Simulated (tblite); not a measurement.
# C7H11NSi: the cost of one run

Computed with tblite 0.8.0 and PySCF 2.14.0, with density-fitted response routines of our own, on a single molecule in the gas phase. Atoms are numbered from 0 throughout.

## Step 1: The molecule as given

20 atoms, charge 0, multiplicity 1; geometry from: force field or distance geometry start.

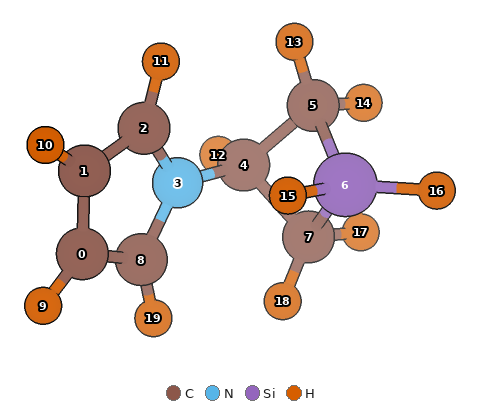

The starting geometry (carbon brown, nitrogen blue, silicon purple, hydrogen orange), atoms numbered; sticks join atoms by distance.

## Step 2: Relaxing the molecule with GFN2-xTB

Job settings and geometry (Å):

```
{"job": {"kind": "relax", "xc": "GFN2-xTB", "basis": "xTB"}, "charge": 0, "multiplicity": 1}
C      2.573700     0.594700     0.235800
C      2.437700    -0.666400     0.771200
C      1.219400    -1.142400     0.375800
N      0.621000    -0.208100    -0.379900
C     -0.694100    -0.283100    -1.007000
C     -1.765900    -0.980100    -0.238400
Si    -1.628000     0.347200     1.042900
C     -1.406000     1.021800    -0.689800
C      1.422300     0.860400    -0.478500
H      3.407500     1.275700     0.350400
H      3.176600    -1.180100     1.400300
H      0.812700    -2.114800     0.637700
H     -0.655100    -0.525100    -2.085500
H     -1.565100    -2.012900     0.100500
H     -2.749300    -0.870000    -0.768500
H     -0.412600     0.342600     1.865800
H     -2.868300     0.720800     1.721200
H     -2.408700     1.107000    -1.173300
H     -0.778100     1.930100    -0.680200
H      1.255200     1.793500    -1.003600
```

Launch:

```sh
$ OMP_NUM_THREADS=1 python probes_run.py task.json out
```

One launch serves the whole session: the jobs run in the order shown.

Q: Estimate the wall time and peak memory of this first job on 1 thread of Arm Neoverse N1, shared host.

About 2.5 s, with a peak of 0.18 GiB.
